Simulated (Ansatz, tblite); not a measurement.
**Si(OtBu)H3 (C₄H₁₂OSi): rung by rung**

How do method and basis change the picture of Si(OtBu)H3 (C₄H₁₂OSi) (singlet)?

Computed with Ansatz 0.2.0, Gaussian basis. Level: as each input shows.

The runs, in order: GFN1-xTB, GFN2-xTB, PBE-D4/def2-TZVP, r2SCAN-D4/def2-TZVP, BLYP-D4/def2-TZVP, ωB97M-V/def2-TZVP, LDA/def2-TZVP, PBE-D4/def2-SVP, PBE0-D4/def2-SVP, HF/STO-3G, CCSD(T)/def2-SVP, MP2/def2-TZVP.

2 further runs of the same task are left out: 2 set aside as unsound or not needed.

## (1) The geometry

The singlet was relaxed beforehand with PBE-D4/def2-SVP.

18 atoms, charge 0, spin multiplicity 1.

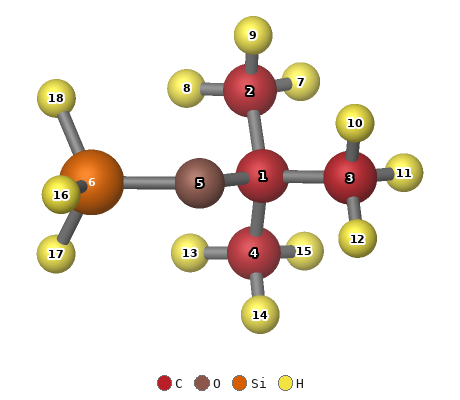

The structure; carbon red, oxygen brown, silicon orange, hydrogen yellow; atoms are numbered from 1 in the order of the file.

PBE0-D4/def2-TZVP was run before; its log isn't repeated, and its numbers join the tables.

## (2) GFN1-xTB

Tight binding, by tblite at 300 K electronic temperature and without a spin-polarisation term:

```python
tblite.interface.Calculator('GFN1-xTB', numbers, positions, charge=0, uhf=0).singlepoint()
```

Energy -587.5256 eV, HOMO -12.13 eV, LUMO -5.02 eV; 0.008 s.

## (3) GFN2-xTB

Tight binding, by tblite at 300 K electronic temperature and without a spin-polarisation term:

```python
tblite.interface.Calculator('GFN2-xTB', numbers, positions, charge=0, uhf=0).singlepoint()
```

Energy -558.9030 eV, HOMO -10.96 eV, LUMO -4.55 eV; 0.005 s.

## (4) PBE-D4/def2-TZVP

start.molden holds the orbitals of an earlier run on this state, given as this run's starting guess.

The input, in.yaml:

```yaml
crystal:
  periodic: [false, false, false]
  atoms:
    - {symbol: C, position_ang: [-0.091813, 0.008564, 0.449150]}
    - {symbol: C, position_ang: [-0.955529, -1.215224, 0.113211]}
    - {symbol: C, position_ang: [0.357091, -0.033904, 1.913889]}
    - {symbol: C, position_ang: [-0.849051, 1.310759, 0.153067]}
    - {symbol: O, position_ang: [1.129445, -0.027409, -0.319086]}
    - {symbol: Si, position_ang: [1.336666, -0.056606, -1.982853]}
    - {symbol: H, position_ang: [-1.864931, -1.241877, 0.746669]}
    - {symbol: H, position_ang: [-1.284665, -1.197807, -0.946173]}
    - {symbol: H, position_ang: [-0.385187, -2.150207, 0.281959]}
    - {symbol: H, position_ang: [0.933013, -0.959903, 2.108996]}
    - {symbol: H, position_ang: [-0.513261, -0.005796, 2.599353]}
    - {symbol: H, position_ang: [1.012170, 0.831311, 2.136245]}
    - {symbol: H, position_ang: [-1.168764, 1.356898, -0.908048]}
    - {symbol: H, position_ang: [-0.203630, 2.188015, 0.357232]}
    - {symbol: H, position_ang: [-1.758056, 1.391200, 0.782614]}
    - {symbol: H, position_ang: [2.821360, -0.053440, -2.190968]}
    - {symbol: H, position_ang: [0.736220, 1.144516, -2.670908]}
    - {symbol: H, position_ang: [0.748921, -1.289069, -2.624339]}
basis:
  gaussian: {orbitals: def2-TZVP, initial_orbitals: start.molden}
hamiltonian: {xc: pbe, dispersion: d4}
scf: {omitted_lower_state_checks: [starts]}
output: {forces: true, orbitals: {seedname: orbitals}}
```

The run is started by

```bash
$ ansatz run in.yaml --threads 4 --pin off --events-out ev --progress --plain --max-ram 4787MiB
```

After this run come: r2SCAN-D4/def2-TZVP; BLYP-D4/def2-TZVP; ωB97M-V/def2-TZVP; LDA/def2-TZVP; PBE-D4/def2-SVP; PBE0-D4/def2-SVP; HF/STO-3G; CCSD(T)/def2-SVP; MP2/def2-TZVP.

Before running them: what should the planned runs give, taken together? Wanted: gap in def2-TZVP, named functionals, smallest and largest; correlation energy, CCSD(T)/def2-SVP; correlation energy, MP2/def2-TZVP; binding an atom, CCSD(T)/def2-SVP; PBE0 total energy, smallest basis above largest.

As calculated:

```
                                                 quantity                              value
gap in def2-TZVP, named functionals, smallest and largest  5.86 eV (LDA), 12.29 eV (ωB97M-V)
                     correlation energy, CCSD(T)/def2-SVP                          -26.57 eV
                        correlation energy, MP2/def2-TZVP                          -28.32 eV
                        binding an atom, CCSD(T)/def2-SVP                           3.770 eV
          PBE0 total energy, smallest basis above largest      9.83 eV (def2-SVP, def2-TZVP)
```

In words: Over the named functionals in def2-TZVP the gap runs from 5.86 eV (LDA) to 12.29 eV (ωB97M-V); exact exchange widens it. A small miss in a minimal or small basis is a cancelling of errors, not accuracy. The functionals in def2-TZVP miss CCSD(T)/def2-SVP by +0.141 (BLYP-D4) to +0.672 eV (LDA) an atom. The yardstick is in a double-zeta basis, so levels in larger sets aren't compared like for like. CCSD(T)/def2-SVP isn't at the basis-set limit; small misses against it rank nothing.
